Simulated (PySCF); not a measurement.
C$_{5}$H$_{8}$Cl (doublet)

| atom | x (Å) | y (Å) | z (Å) |
| --- | --- | --- | --- |
| C | -1.6534 | -0.2273 | 0.4062 |
| C | -0.4604 | -0.1763 | -0.5436 |
| C | 0.8220 | -0.8989 | -0.0644 |
| C | 1.5692 | 0.4478 | 0.0218 |
| C | 0.3386 | 1.0893 | -0.5255 |
| Cl | -0.2270 | 2.6619 | -0.2234 |
| H | -2.0787 | -1.2283 | 0.4220 |
| H | -1.3464 | 0.0418 | 1.4141 |
| H | -2.4187 | 0.4732 | 0.0807 |
| H | -0.7937 | -0.4799 | -1.5417 |
| H | 1.2400 | -1.5942 | -0.7875 |
| H | 0.7038 | -1.3991 | 0.8932 |
| H | 1.8459 | 0.7589 | 1.0331 |
| H | 2.4581 | 0.5307 | -0.6071 |

Geometry: GFN2-xTB.

Method: PySCF, UKS B3LYP, pcH-1 on C Cl H, non-relativistic, mean-field spin-orbit, GIAO.

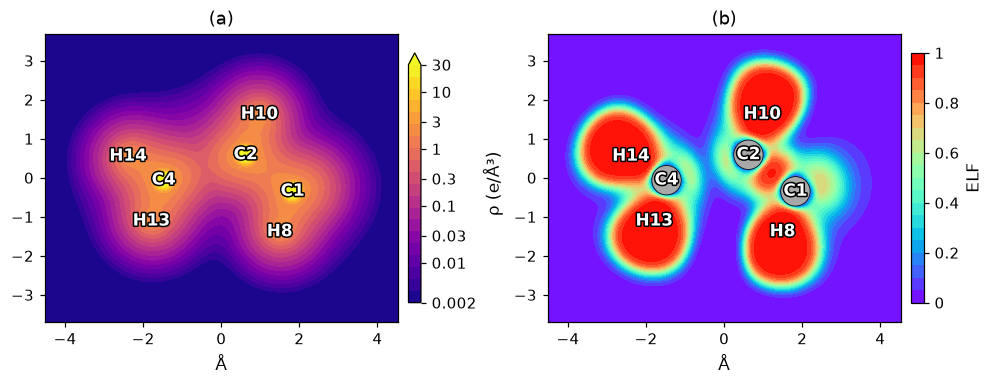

Figure 1. (a) electron density; (b) ELF on the plane of atoms C1, C2 and H10. Grey discs cover the atomic cores in the ELF map.

Q: What do the fields say about this system?

A:
- Atoms in the plane: C and H.
- C–H (1.09 Å): the density is about 2 e/Å³ at the midpoint; the ELF climbs to about 1 towards the hydrogen, as it does in any bond to H: an ordinary covalent bond to hydrogen.
- C–C (1.53 Å): ρ is about 1.6 e/Å³ halfway; the ELF peaks at about 0.95 between the atoms: localised, covalent bonding.

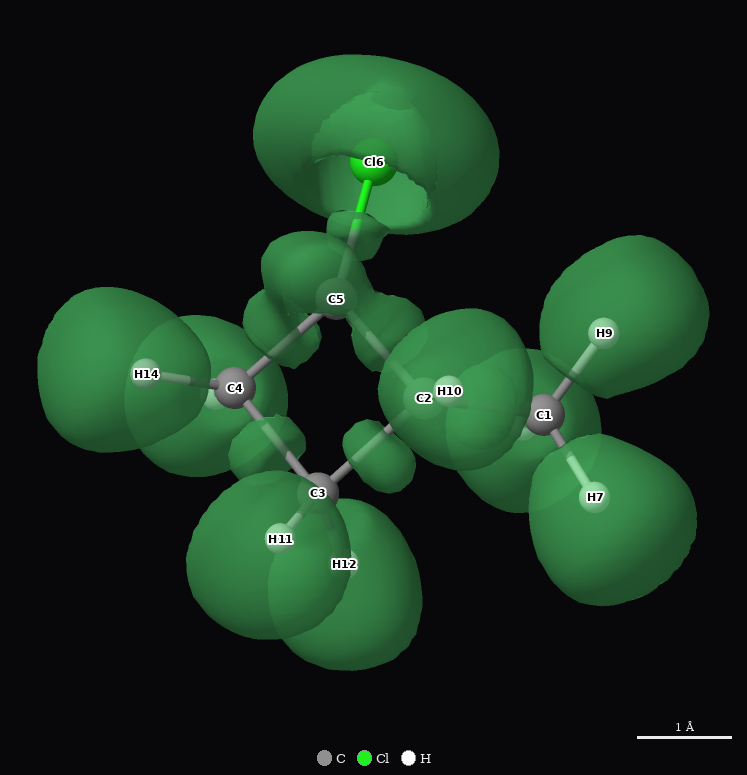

Figure 2. Isosurface of the electron localisation function at 0.8 (green), seen at a tilt. Only the valence region is drawn (cores and ρ < 0.01 e/Å³ removed).

Q: Where are the electrons localised?

A: The ELF exceeds this value in three regions between bonded C–C atoms (shared pairs), one region between bonded C–Cl atoms (shared pairs), eight regions around hydrogen nuclei, one region on C in which the atom's valence shell and bonds are merged and one ring or bowl of non-bonding electrons around Cl. Along the contacts the grid gives the following. C–C (1.49 Å): the ELF peaks at about 0.95 between the atoms; localised, covalent bonding. C–Cl (1.70 Å): the ELF peaks at about 0.90 between the atoms; a covalent bond.

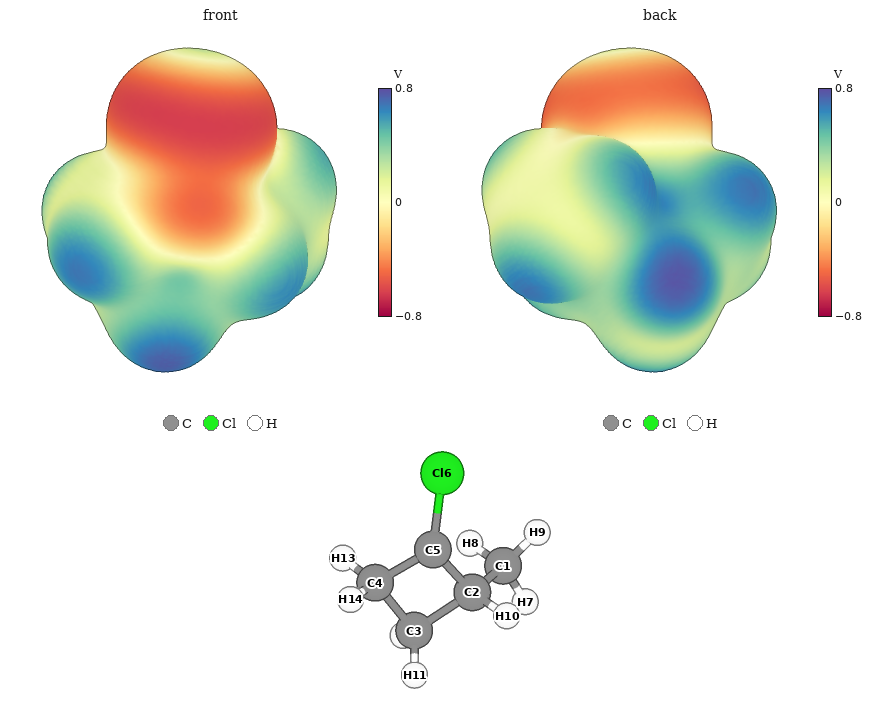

Figure 3. The electrostatic potential painted on the density surface at 0.002 e/bohr³, seen from the front and from behind; red is negative and blue positive. The bare structure is drawn below in the same view.

Q: Describe the electrostatic potential map.

A: The most negative region (about −0.6 V) lies over Cl6, the most positive (about +0.8 V) over H11 and H12. Cl6 shows a σ-hole: about +0.2 V at the tip opposite its bond, against about −0.5 V on its flanks.
